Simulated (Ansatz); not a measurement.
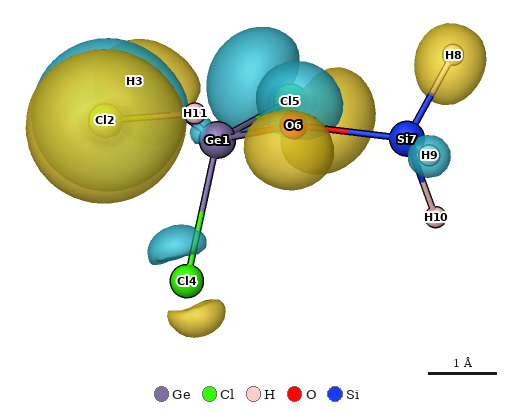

Cl$_{2}$GeH$_{4}$OSi···HCl. The HOMO at ±0.1 Å⁻³ᐟ² (yellow and cyan are the two phases), seen from one side.

Not at a stationary point (largest force 0.9 eV/Å).

The calculation used RKS PBE/def2-SVP (Ansatz).

```xyz
11

Ge   -0.3485   -0.1353   -0.4059
Cl    0.0242    0.7390    2.8875
H     0.9365   -0.3897    0.3928
Cl   -0.5511    1.9162   -1.0582
Cl   -0.3989   -1.3796   -2.1903
O    -1.7872   -0.5824    0.5386
Si   -3.3316   -1.0749    0.0147
H    -3.3398   -2.5514   -0.2560
H    -4.2608   -0.7599    1.1509
H    -3.7439   -0.3218   -1.2170
H    -1.0949    0.1070    2.5134
```

Describe this orbital and give its energy.

By Hirshfeld shares it lies mainly on Cl2 (about 55 %), Cl5 (about 15 %) and O6 (about 10 %). Its energy is −7.50 eV.
